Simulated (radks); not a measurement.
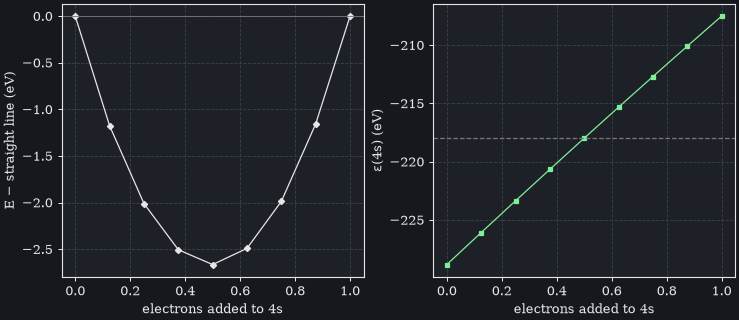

All numbers are computed, not measured: scalar-relativistic Kohn-Sham, PBE, spin-unpolarised, spherical densities, finite nucleus (the in-house radial solver radks). The occupation of the 4s shell is varied from Xe²⁺ ([Ar] 3d10 4s1 4p6 4d10 5s2 5p5) to Xe⁺ ([Kr] 4d10 5s2 5p5), with spherical fractional occupations. The plot shows the total energy less the straight line between the end points, and the eigenvalue of 4s (the dashed line is minus the energy to take the whole electron out).

**Is the energy convex or concave in the occupation, and by how much?**

The curve is convex (below the straight line), with the largest deviation among the points computed, −2.67 eV, at 0.5. The end points differ by 217.9 eV, the energy to take the electron out. The eigenvalue, which is the slope of the energy (Janak's theorem), moves from −228.8 eV at 0 to −207.5 eV at 1; for a straight line it would stay constant, and a parabola would sag by an eighth of this change, scaled to a whole electron, 2.66 eV. Convexity is the delocalisation error: fractional charges are too low in energy. The shell lies under occupied ones, so the straight line is a guide here rather than an exact condition.
